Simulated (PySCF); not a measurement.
# One shape, several levels: SiHClO (SMILES O[Si]Cl)

Wanted: a comparison of 4 runs (BCCD(T)/STO-3G, CCSDT(Q)/STO-3G, CCSDTQ/STO-3G, QCISD(T)/STO-3G) of SiHClO. Input form: a Python script.

The results are computed with PySCF 2.14.0.

31 further runs of the same task are left out: 14 that didn't finish, 17 set aside as unsound or not needed.

## (1) The molecule

SiHClO: 4 atoms, total charge 0, spin state singlet. As SMILES, `O[Si]Cl`. Geometry: relaxed at PBE0-D4/def2-TZVP.

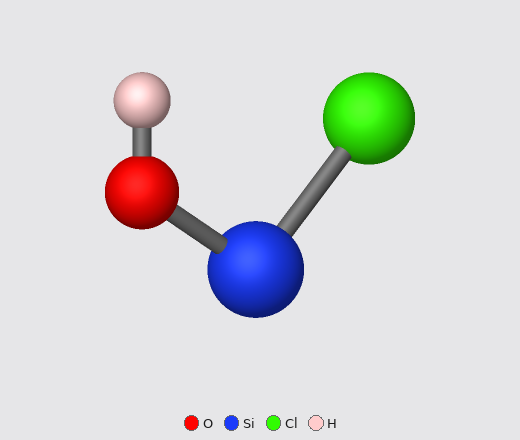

The structure, seen from a chosen angle (oxygen red, silicon blue, chlorine green, hydrogen pink).

## (2) A single-point energy at BCCD(T)/STO-3G (run 1)

input.py reads:

```python
# O[Si]Cl
from pyscf import gto, cc
from pyscf.cc.bccd import bccd_kernel_

system = gto.M(
    atom='''
O   -0.911800   0.450200  -0.308700
Si  -0.434200  -0.789700   0.647000
Cl   1.662300  -0.701000   0.421400
H   -0.260800   0.980400  -0.780000
''',
    basis='sto-3g',
    max_memory=1860,
    spin=0,
    verbose=4,
)

calc0 = system.RHF()
calc0.conv_tol = 1e-10
calc0.kernel()
if not calc0.converged:
    calc0 = calc0.newton().run(calc0.mo_coeff, calc0.mo_occ)

mycc = cc.CCSD(calc0, frozen=11).run()
mycc = bccd_kernel_(mycc, diis=True)
e_t = mycc.ccsd_t()
etot = mycc.e_tot + e_t
print('E = %.10f Eh' % etot)
```

Run with:

```sh
$ OMP_NUM_THREADS=1 python input.py
```

What it wrote:

```text
PySCF version 2.14.0

[INPUT] num. atoms = 4
[INPUT] num. electrons = 40
[INPUT] charge = 0
[INPUT] spin (= nelec alpha-beta = 2S) = 0
[INPUT] symmetry False subgroup None
[INPUT] Mole.unit = angstrom
[INPUT] Symbol           X                Y                Z      unit          X                Y                Z       unit  Magmom
[INPUT]  1 O     -0.911800000000   0.450200000000  -0.308700000000 AA   -1.723052280378   0.850754701279  -0.583358454653 Bohr   0.0
[INPUT]  2 Si    -0.434200000000  -0.789700000000   0.647000000000 AA   -0.820519083286  -1.492316720569   1.222652802594 Bohr   0.0
[INPUT]  3 Cl     1.662300000000  -0.701000000000   0.421400000000 AA    3.141291736865  -1.324698013320   0.796330588892 Bohr   0.0
[INPUT]  4 H     -0.260800000000   0.980400000000  -0.780000000000 AA   -0.492840573287   1.852687492524  -1.473986377161 Bohr   0.0

nuclear repulsion = 131.427828301599
number of shells = 14
number of NR pGTOs = 72
number of NR cGTOs = 24
basis = sto-3g
ecp = {}

[... 39 lines left out ...]
converged SCF energy = -814.656436858696
[... 12 lines left out ...]
Init t2, MP2 energy = -814.732654838594  E_corr(MP2) -0.0762179798970847
[... 11 lines left out ...]
CCSD converged
[... 24 lines left out ...]
CCSD converged
[... 24 lines left out ...]
CCSD converged
[... 22 lines left out ...]
CCSD converged
[... 3 lines left out ...]
******** <class 'pyscf.cc.ccsd.CCSD'> ********
CC2 = 0
CCSD nocc = 9, nmo = 13
frozen orbitals 11
max_cycle = 50
direct = 0
conv_tol = 1e-07
conv_tol_normt = 1e-05
diis_space = 6
diis_start_cycle = 0
diis_start_energy_diff = 1e+09
Init E_corr(CCSD) = -0.0988010004937345
cycle = 1  E_corr(CCSD) = -0.098801776693722  dE = -7.76199987e-07  norm(t1,t2) = 6.35898e-05
cycle = 2  E_corr(CCSD) = -0.0988017955637679  dE = -1.88700459e-08  norm(t1,t2) = 1.11217e-05
cycle = 3  E_corr(CCSD) = -0.0988014778265923  dE = 3.17737176e-07  norm(t1,t2) = 5.11979e-06
cycle = 4  E_corr(CCSD) = -0.0988015559463364  dE = -7.8119744e-08  norm(t1,t2) = 1.96418e-06
CCSD converged
E(CCSD) = -814.7482559606942  E_corr = -0.09880155594633636
BCC iter:    3  E:    -814.748255960694  dE:   -9.027e-08  |t1|:    5.130e-06
CCSD(T) correction = -0.00671189622728536
E = -814.7549678569 Eh
```

It took 0.97 s on 1 thread of Intel Xeon Platinum 8488C (Sapphire Rapids), shared host; peak memory 0.12 GiB.

## (3) The energy at CCSDT(Q)/STO-3G (run 2)

job.py reads:

```python
from pyscf import gto, cc

mol = gto.M(
    atom='''
O     -1.723052     0.850755    -0.583358
Si    -0.820519    -1.492317     1.222653
Cl     3.141292    -1.324698     0.796331
H     -0.492841     1.852687    -1.473986
''',
    basis='sto-3g',
    verbose=3,
    max_memory=1860,
    charge=0,
    unit='bohr',
)

myscf = mol.RHF()
myscf.conv_tol = 1e-10
myscf.kernel()
if not myscf.converged:
    myscf = myscf.newton().run(myscf.mo_coeff, myscf.mo_occ)

mycc = cc.CCSDT(myscf, frozen=11)
mycc.kernel()
e_bracket, e_q = mycc.ccsdt_q()
e_final = mycc.e_tot + e_q
print('Final energy', e_final)
```

Run with:

```sh
$ OMP_NUM_THREADS=1 python job.py
```

What it wrote:

```text
converged SCF energy = -814.656436837348
_make_eris_incore_RCCSDT

WARN: A large `blksize` is being used, which may cause large memory consumption
      for storing contraction intermediates. If memory is sufficient, consider using
      `pyscf.cc.rccsdt_highm.RCCSDT` instead.

RCCSDT converged
E(RCCSDT) = -814.7555020890486   E_corr = -0.09906525170056077
E_corr(same-spin) = -0.0155155461203547
E_corr(oppo-spin) = -0.0835497055802061
_make_eris_incore_RCCSDT
Final energy -814.7555654641793
```

It took 2.5 s on 1 thread of Intel Xeon Platinum 8488C (Sapphire Rapids), shared host; peak memory 0.12 GiB.

Run 3 isn't shown in full; the table further down has it.

## (4) The energy at QCISD(T)/STO-3G (run 4)

input.py reads:

```python
from pyscf import gto, cc

molecule = gto.M(
    atom='''
O     -0.911800     0.450200    -0.308700
Si    -0.434200    -0.789700     0.647000
Cl     1.662300    -0.701000     0.421400
H     -0.260800     0.980400    -0.780000
''',
    verbose=3,
    max_memory=1860,
    basis='sto-3g',
)

myscf = molecule.RHF()
myscf.conv_tol = 1e-10
myscf.kernel()
if not myscf.converged:
    myscf = myscf.newton().run(myscf.mo_coeff, myscf.mo_occ)

mycc = cc.QCISD(myscf, frozen=11)
mycc.kernel()
e_t = mycc.qcisd_t()
energy = mycc.e_tot + e_t
print(f'total energy: {energy:.8f} hartree')
```

Run with:

```sh
$ OMP_NUM_THREADS=1 python input.py
```

What it wrote:

```text
converged SCF energy = -814.656436858696
E(QCISD) = -814.7522584027196  E_corr = -0.09582154402313921
QCISD(T) correction = -0.00372863573126351
total energy: -814.75598704 hartree
```

Wall time 0.74 s (1 thread of Intel Xeon Platinum 8488C (Sapphire Rapids), shared host); peak memory 0.12 GiB.

## (5) The series

| run | level | energy (Eh) | correlation energy (mEh) | wall time |
| --- | --- | --- | --- | --- |
| 1 | BCCD(T)/STO-3G | -814.754968 | -98.5 | 0.97 s |
| 2 | CCSDT(Q)/STO-3G | -814.755565 | -99.1 | 2.5 s |
| 3 | CCSDTQ/STO-3G | -814.755471 | -99.0 | 18 s |
| 4 | QCISD(T)/STO-3G | -814.755987 | -99.6 | 0.74 s |

## (6) What came out

```
                                           quantity          value
                                run 4: total energy  -814.75599 Eh
        run 4: dipole moment (Hartree–Fock density)         2.25 D
         run 4: HOMO energy (Hartree–Fock orbitals)       -7.74 eV
         run 4: LUMO energy (Hartree–Fock orbitals)        5.61 eV
       run 4: HOMO–LUMO gap (Hartree–Fock orbitals)       13.35 eV
run 4: correlation energy (11 core orbitals frozen)      -99.6 mEh
                              run 4: (T) correction      -3.73 mEh
                               run 4: T1 diagnostic          0.023
```

In runs 1, 2, 3, 4 the basis is minimal, so the values are rough. All runs together took 22 s, the longest 18 s.
